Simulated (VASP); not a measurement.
Band structure of HgBr (space group I4/mmm). Method: r2SCAN meta-GGA, VASP's PBE PAW potentials (set 64) (plane waves; VASP).

The path is coarsely sampled, so an indirect gap can come out somewhat too large. Unless said otherwise, spin-orbit coupling is left out, though it shifts the bands of the heavy elements here.

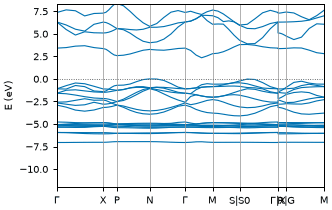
Figure. Bands along high-symmetry lines, zero at the valence-band maximum or, without a gap, the Fermi level

**Question.** Read the plot: is there a gap, and where are the band edges?

**Answer.** The gap is indirect, 2.34 eV, from the valence maximum at N to the conduction minimum at Γ-M at 0.60.

The structure comes from a computed database's HgBr entry (I4/mmm); how it stands against other phases isn't given here. It was relaxed first.
